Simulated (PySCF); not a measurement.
NMR shielding calculation, with input and output: C₃H₁₀OSi₂

- system: C₃H₁₀OSi₂, SMILES CC[SiH2][SiH2]C=O
- method: GIAO KT3/pcSseg-1 NMR shielding, non-relativistic, IEF-PCM dichloromethane (PySCF 2.14.0)

The geometry comes from this level: GFN2-xTB. Figures and captions count atoms from 1; the log counts them from 0 in places.

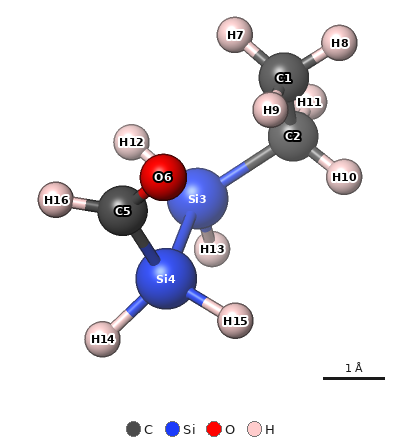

Figure 1. The structure (ball-and-stick view, seen at a tilt; atoms are numbered from 1 in the order of the input). Bond lengths as drawn: C–C 1.53 Å, C–H 1.09 to 1.11 Å, C–O 1.21 Å, C–Si 1.91 Å, H–Si 1.46 to 1.47 Å and Si–Si 2.32 Å.

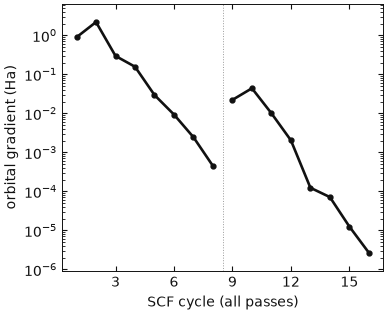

Figure 2. Convergence of the self-consistent field: orbital gradient against the SCF cycle. The dotted line marks the change from a coarse to the final integration grid. The first 8 cycles use a coarse grid, the final grid takes over at cycle 9, and the field converges after 16 cycles in all.

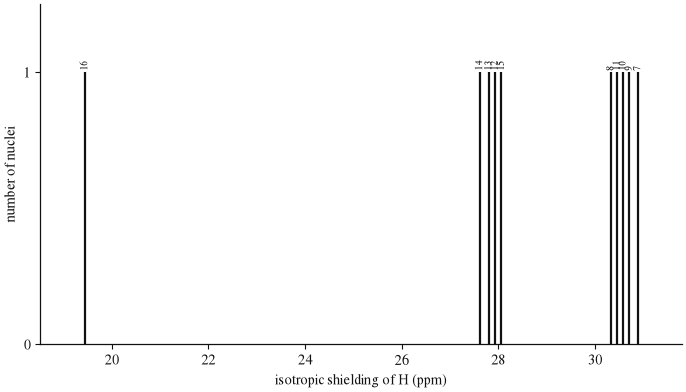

Figure 3. Isotropic shieldings of the hydrogen nuclei in this fixed geometry, labelled by atom number; shielding grows to the right, so chemical shift grows to the left. The least shielded is H16 (19.4 ppm), the most shielded H7 (30.9 ppm).

The input that produced these results follows, with the program's output.

### The input
```
{"job": {"xc": "KT3", "basis": "pcSseg-1", "solvent": "dichloromethane", "kind": "nmr", "pop": false}, "charge": 0, "multiplicity": 1}
C     -1.661871    -0.733496     0.718919
C     -1.681423     0.490506    -0.190898
Si    -0.151562     0.595590    -1.325537
Si     1.794851     0.779681    -0.070599
C      2.185353    -0.925944     0.704281
O      1.766964    -1.284346     1.777564
H     -1.634987    -1.649029     0.130990
H     -2.551204    -0.763694     1.346777
H     -0.790980    -0.725631     1.371033
H     -1.745771     1.390835     0.423732
H     -2.589363     0.469509    -0.797127
H     -0.147685    -0.587914    -2.201520
H     -0.318466     1.763879    -2.202941
H      2.993135     1.106232    -0.853729
H      1.725423     1.717600     1.052656
H      2.799987    -1.634833     0.104990
```

The first line tells a small driver script what to run in PySCF; the rest is the geometry in Å.

Launch command:
```bash
OMP_NUM_THREADS=1 python <driver script> task.json out
```

### Log
```
coarse grid: 13792 points
cycle   1  E = -781.7896129988  dE =  3.057e-01  |g| = 8.917e-01  |ddm| = 3.504e+00
cycle   2  E = -780.8126445844  dE =  9.770e-01  |g| = 2.188e+00  |ddm| = 3.331e+00
cycle   3  E = -781.9382736470  dE = -1.126e+00  |g| = 2.960e-01  |ddm| = 2.940e+00
cycle   4  E = -781.9545570158  dE = -1.628e-02  |g| = 1.565e-01  |ddm| = 3.656e-01
cycle   5  E = -781.9604528081  dE = -5.896e-03  |g| = 2.948e-02  |ddm| = 1.514e-01
cycle   6  E = -781.9606958021  dE = -2.430e-04  |g| = 9.315e-03  |ddm| = 4.323e-02
cycle   7  E = -781.9607159694  dE = -2.017e-05  |g| = 2.442e-03  |ddm| = 8.496e-03
cycle   8  E = -781.9607173986  dE = -1.429e-06  |g| = 4.475e-04  |ddm| = 2.589e-03
final grid: 122408 points
cycle   9  E = -782.0338623510  dE = -1.485e-04  |g| = 2.215e-02  |ddm| = 3.966e-02
cycle  10  E = -782.0335530425  dE =  3.093e-04  |g| = 4.389e-02  |ddm| = 4.737e-02
cycle  11  E = -782.0339127490  dE = -3.597e-04  |g| = 1.004e-02  |ddm| = 3.644e-02
cycle  12  E = -782.0339310454  dE = -1.830e-05  |g| = 2.033e-03  |ddm| = 6.663e-03
cycle  13  E = -782.0339323415  dE = -1.296e-06  |g| = 1.237e-04  |ddm| = 2.523e-03
cycle  14  E = -782.0339323441  dE = -2.679e-09  |g| = 7.132e-05  |ddm| = 2.156e-04
cycle  15  E = -782.0339323456  dE = -1.431e-09  |g| = 1.252e-05  |ddm| = 7.926e-05
cycle  16  E = -782.0339323456  dE = -4.593e-11  |g| = 2.674e-06  |ddm| = 1.942e-05
converged SCF energy = -782.0339323456

GIAO shielding tensors (ppm)
atom      isotropic    diamagn.    paramagn.     s11        s22        s33       span
  0 C      170.185     249.846     -79.662    163.037    163.713    183.804     20.767
  1 C      174.761     252.129     -77.368    168.082    173.501    182.700     14.618
  2 Si     436.330     883.295    -446.965    403.838    415.524    489.627     85.788
  3 Si     445.566     883.767    -438.201    428.641    438.093    469.965     41.324
  4 C      -47.402     253.567    -300.969   -168.465    -65.315     91.574    260.038
  5 O     -473.513     403.304    -876.817  -1341.845   -460.571    381.876   1723.722
  6 H       30.887      32.082      -1.195     27.274     29.270     36.117      8.842
  7 H       30.326      29.396       0.930     25.501     27.788     37.690     12.189
  8 H       30.703      34.031      -3.328     25.242     30.177     36.690     11.447
  9 H       30.580      32.011      -1.431     26.714     28.857     36.168      9.454
 10 H       30.462      30.010       0.452     25.414     28.790     37.183     11.769
 11 H       27.926      30.721      -2.794     24.697     26.390     32.692      7.994
 12 H       27.806      29.812      -2.007     24.226     25.900     33.291      9.065
 13 H       27.614      29.303      -1.689     24.691     25.672     32.478      7.787
 14 H       28.064      30.333      -2.269     25.398     26.303     32.491      7.093
 15 H       19.437      27.836      -8.399     13.926     20.092     24.294     10.368
```

### Results in brief

- outcome: converged
- total energy: −782.033932 hartree
- HOMO: −5.61 eV
- LUMO: −2.48 eV
- dipole moment: 2.30 D
- isotropic shielding, C: −47.4 to 174.8 ppm
- isotropic shielding, Si: 436.3 to 445.6 ppm
- isotropic shielding, O: −473.5 ppm
- isotropic shielding, H: 19.4 to 30.9 ppm
- hardware: 1 CPU thread, shared host
- wall time: 15 s
- peak memory: 0.86 GiB
